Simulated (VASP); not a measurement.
Band structure of SrTe (space group Fm-3m). Calculation: PBE GGA with D3 dispersion (Becke-Johnson damping), VASP's PBE PAW potentials (set 64) (plane waves; VASP 6.6.1).

Unless said otherwise, spin-orbit coupling is left out, though it shifts the bands of the heavy elements here.

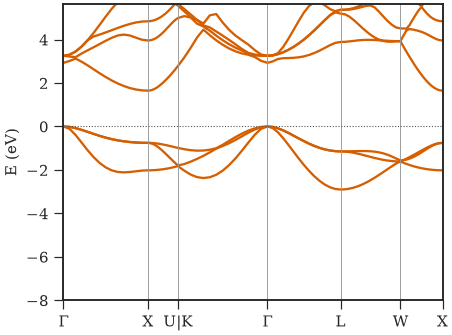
Fig. 1. Bands along high-symmetry lines, zero at the valence-band maximum or, without a gap, the Fermi level

Task: Read the plot: is there a gap, and where are the band edges?

Result: The gap is indirect, 1.65 eV, from the valence maximum at Γ to the conduction minimum at X. (Edges off the drawn lines would not show.)

The structure comes from a measured SrTe entry (Fm-3m) of the Crystallography Open Database, whose conditions weren't checked. It was relaxed first, which changed the volume by +7 %.
